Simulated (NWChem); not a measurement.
# CSe (SMILES [C][Se]) at 6 levels

We compute a comparison of 6 runs (HF/STO-3G, HF/3-21G, B3LYP/6-31G*, B3LYP/cc-pVTZ, M06-2X/cc-pVTZ, r2SCAN/cc-pVTZ) of CSe. 

Program for the calculation: NWChem 7.3.0.

6 further runs of the same task are left out: 3 that didn't finish, 3 set aside as unsound or not needed. Runs told in other sessions of the task aren't counted.

## Step 1: Starting point

The species is CSe (2 atoms), meant as a singlet with charge 0. SMILES: `[C][Se]`. The C1–Se2 distance was set to 1.922 Å, away from the relaxed value.

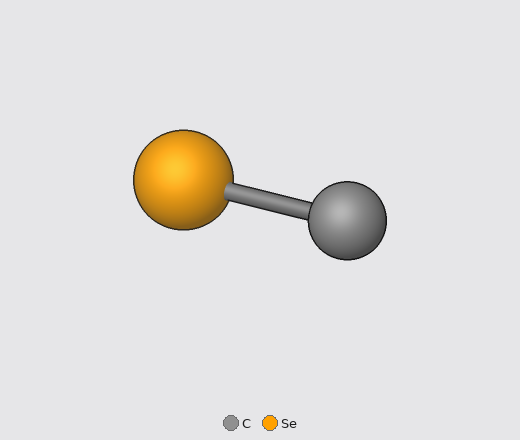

Viewed from a chosen angle; carbon grey, selenium orange.

## Step 2: The energy at HF/STO-3G (run 1)

Input file struct.nw:

```
start struct
memory 2200 mb

geometry units angstroms noautosym nocenter noautoz
 C     0.000000    0.000000   -0.259220
 Se    0.000000    0.000000    1.662780
end

basis "ao basis" spherical bse
 C library STO-3G
 Se library STO-3G
end

scf
 singlet
 rhf
 thresh 1e-08
 maxiter 80
 print low
end

task scf energy
```

The run is started by

```console
$ nwchem struct.nw > struct.out
```

Log:

```text
[...]
  functions       =    23
[...]
  wavefunction    = RHF
[...]
         Total SCF energy =  -2410.781471598338
      One-electron energy =  -3488.753972175476
      Two-electron energy =   1021.805924720770
 Nuclear repulsion energy =     56.166575856368
        Time for solution =      1.2s
 Task  times  cpu:        1.3s     wall:        1.3s
[...]
```

Run time: 1.9 s. Hardware: 1 thread of Intel Xeon Platinum 8259CL at 2.50GHz (Skylake/Cascade Lake), shared host; peak memory 0.099 GiB.

## Step 3: The energy at HF/3-21G (run 2)

Input file run.py:

```python
from ase import Atoms
from ase.calculators.nwchem import NWChem

atoms = Atoms(['C', 'Se'], positions=[
    [0.000000, 0.000000, -0.259220],
    [-0.000000, -0.000000, 1.662780],
])

calc = NWChem(
    label='sp',
    theory='scf',
    memory='2200 mb',
    basis='3-21G',
    basispar='spherical bse',
    scf={'nopen': '0', 'rhf': None, 'thresh': '1e-08', 'maxiter': '80'},
    task='energy',
)
atoms.calc = calc

e = atoms.get_potential_energy()
print(f"E = {e:.6f} eV")
print("dipole (e A):", atoms.get_dipole_moment().round(4))
```

The run is started by

```console
$ export ASE_NWCHEM_COMMAND="nwchem PREFIX.nwi > PREFIX.nwo"
$ python run.py
```

Log:

```text
E = -66014.699730 eV
dipole (e A): [ 0.     -0.      0.0743]
```

The calculator wrote sp.nwi:

```
title "sp"

permanent_dir sp

scratch_dir sp

start sp

geometry units angstrom nocenter noautosym noautoz
  C  0.0000000000000000e+00 0.0000000000000000e+00 -2.5922000000000001e-01
  Se -0.0000000000000000e+00 -0.0000000000000000e+00 1.6627799999999999e+00
end

memory 2200 mb

basis spherical bse noprint
   * library 3-21G
end

scf
  nopen 0
  rhf
  thresh 1e-08
  maxiter 80
end

task scf energy
```

sp.nwo:

```text
Northwest Computational Chemistry Package (NWChem) 7.3.0
             --------------------------------------------------------

           Job information
           ---------------

    nwchem branch   = 7.3.0
    use scalapack   = T
    input           = sp.nwi
    prefix          = sp.
    data base       = sp/sp.db
    status          = startup
    nproc           =        1

           Memory information
           ------------------

    heap     =     72089600 doubles =      550.0 Mbytes
    stack    =     72089597 doubles =      550.0 Mbytes
    global   =    144179200 doubles =     1100.0 Mbytes (distinct from heap & stack)
    total    =    288358397 doubles =     2200.0 Mbytes
    verify   = yes
    hardfail = no

[... 101 lines left out ...]
 Convergence threshold     :          1.000E-08
[... 12 lines left out ...]
       Final RHF  results
[... 3 lines left out ...]
      One-electron energy =  -3492.666448746742
[... 1 line left out ...]
 Nuclear repulsion energy =     56.166575856367
[... 38 lines left out ...]
                       ROHF Final Molecular Orbital Analysis
[... 161 lines left out ...]
  Mulliken analysis of the total density
  --------------------------------------

    Atom       Charge   Shell Charges
 -----------   ------   -------------------------------------------------------
    1 C    6     6.14   1.99  0.50  0.90  1.49  1.27
    2 Se  34    33.86   2.00  2.00  5.99  2.00  5.96  0.82  1.86  1.10  2.13  9.99

       Multipole analysis of the density wrt the origin
       ------------------------------------------------

     L   x y z        total         open         nuclear
     -   - - -        -----         ----         -------
     0   0 0 0     -0.000000      0.000000     40.000000

     1   1 0 0      0.000000      0.000000      0.000000
[... 8 lines of this table left out ...]
     2   0 0 2    -18.889755      0.000000    337.135751

 Task  times  cpu:        1.8s     wall:        1.8s
 Total times  cpu:        1.9s     wall:        1.9s
```

Run time: 3.3 s. Hardware: 1 thread of Intel Xeon Platinum 8259CL at 2.50GHz (Skylake/Cascade Lake), shared host; peak memory 0.098 GiB.

Runs 3 to 5 aren't shown in full; the table further down has their settings and results.

## Step 4: The energy at r2SCAN/cc-pVTZ (run 6)

Input file run.py:

```python
from ase import Atoms
from ase.calculators.nwchem import NWChem

atoms = Atoms('CSe', positions=[
    [0.000000, 0.000000, -0.259220],
    [-0.000000, -0.000000, 1.662780],
])

calc = NWChem(
    label='mol',
    theory='dft',
    memory='2200 mb',
    basis='cc-pVTZ',
    basispar='spherical bse',
    dft={'xc': 'r2scan', 'mult': '1', 'grid': 'xfine', 'convergence': 'energy 1e-08', 'iterations': '100', 'mulliken': None},
    task='energy',
)
atoms.calc = calc

e = atoms.get_potential_energy()
print(f"E = {e:.6f} eV")
print("dipole (e A):", atoms.get_dipole_moment().round(4))
```

The run is started by

```console
$ export ASE_NWCHEM_COMMAND="nwchem PREFIX.nwi > PREFIX.nwo"
$ python run.py
```

Log:

```text
E = -66383.411275 eV
dipole (e A): [ 0.    -0.     0.257]
```

The calculator wrote mol.nwi:

```
title "mol"

permanent_dir mol

scratch_dir mol

start mol

geometry units angstrom nocenter noautosym noautoz
  C  0.0000000000000000e+00 0.0000000000000000e+00 -2.5922000000000001e-01
  Se -0.0000000000000000e+00 -0.0000000000000000e+00 1.6627799999999999e+00
end

memory 2200 mb

basis spherical bse noprint
   * library cc-pVTZ
end

dft
  xc r2scan
  mult 1
  grid xfine
  convergence energy 1e-08
  iterations 100
  mulliken
end

task dft energy
```

mol.nwo:

```text
Northwest Computational Chemistry Package (NWChem) 7.3.0
             --------------------------------------------------------

           Job information
           ---------------

    nwchem branch   = 7.3.0
    use scalapack   = T
    input           = mol.nwi
    prefix          = mol.
    data base       = mol/mol.db
    status          = startup
    nproc           =        1

           Memory information
           ------------------

    heap     =     72089598 doubles =      550.0 Mbytes
    stack    =     72089595 doubles =      550.0 Mbytes
    global   =    144179200 doubles =     1100.0 Mbytes (distinct from heap & stack)
    total    =    288358393 doubles =     2200.0 Mbytes
    verify   = yes
    hardfail = no

[... 70 lines left out ...]
  convergence criterion.
[... 18 lines left out ...]
          Convergence on density requested:  1.00D-05
[... 21 lines left out ...]
          Convergence Information
[... 55 lines left out ...]
   convergence    iter        energy       DeltaE   RMS-Dens  Diis-err    time
[... 16 lines left out ...]
           Coulomb energy =     1101.731244085199
[... 7 lines left out ...]
                       DFT Final Molecular Orbital Analysis
[... 531 lines left out ...]
 center of mass
 --------------
 x =   0.00000000 y =   0.00000000 z =   2.66281610

 moments of inertia (a.u.)
 ------------------
         137.408025508919           0.000000000000           0.000000000000
           0.000000000000         137.408025508919           0.000000000000
           0.000000000000           0.000000000000           0.000000000000

     Multipole analysis of the density
     ---------------------------------

     L   x y z        total         alpha         beta         nuclear
     -   - - -        -----         -----         ----         -------
     0   0 0 0     -0.000000    -20.000000    -20.000000     40.000000

     1   1 0 0      0.000000      0.000000      0.000000      0.000000
[... 8 lines of this table left out ...]
     2   0 0 2    -16.351192   -176.743472   -176.743472    337.135751

 Task  times  cpu:      148.5s     wall:      148.5s
 Total times  cpu:      148.6s     wall:      148.6s
```

Wall time 2.5 min (1 thread of Intel Xeon Platinum 8259CL at 2.50GHz (Skylake/Cascade Lake), shared host); peak memory 0.13 GiB.

## Step 5: All runs side by side

| run | level | iteration cap | module | energy (Eh) | wall time |
| --- | --- | --- | --- | --- | --- |
| 1 | HF/STO-3G | 80 | scf | -2410.781472 | 1.9 s |
| 2 | HF/3-21G | 80 | scf | -2425.995488 | 3.3 s |
| 3 | B3LYP/6-31G* (spherical functions) | 100 | dft | -2439.261222 | 11 s |
| 4 | B3LYP/cc-pVTZ | 100 | dft | -2439.618186 | 2.4 min |
| 5 | M06-2X/cc-pVTZ | 100 | dft | -2439.584009 | 2.3 min |
| 6 | r2SCAN/cc-pVTZ | 100 | dft | -2439.545388 | 2.5 min |

## Step 6: What came out

| quantity | value |
| --- | --- |
| run 6: total energy | -2439.54539 Eh |
| run 6: dipole moment | 1.23 D |
| run 6: HOMO energy | -7.80 eV |
| run 6: LUMO energy | -4.17 eV |
| run 6: HOMO–LUMO gap | 3.63 eV |

What this shows: Over runs 2, 3, 4, 5, 6 the dipole moment (its size) runs from 0.36 D (HF/3-21G) to 1.25 D (B3LYP/cc-pVTZ). The two ends differ in method and basis. Over runs 2, 3, 4, 5, 6 the HOMO–LUMO gap runs from 3.63 eV (r2SCAN/cc-pVTZ) to 11.06 eV (HF/3-21G). Totals of different functionals can't be ranked against each other. In run 1 the basis is minimal, so the values are rough. All runs together took 7.5 min, the longest 2.5 min.
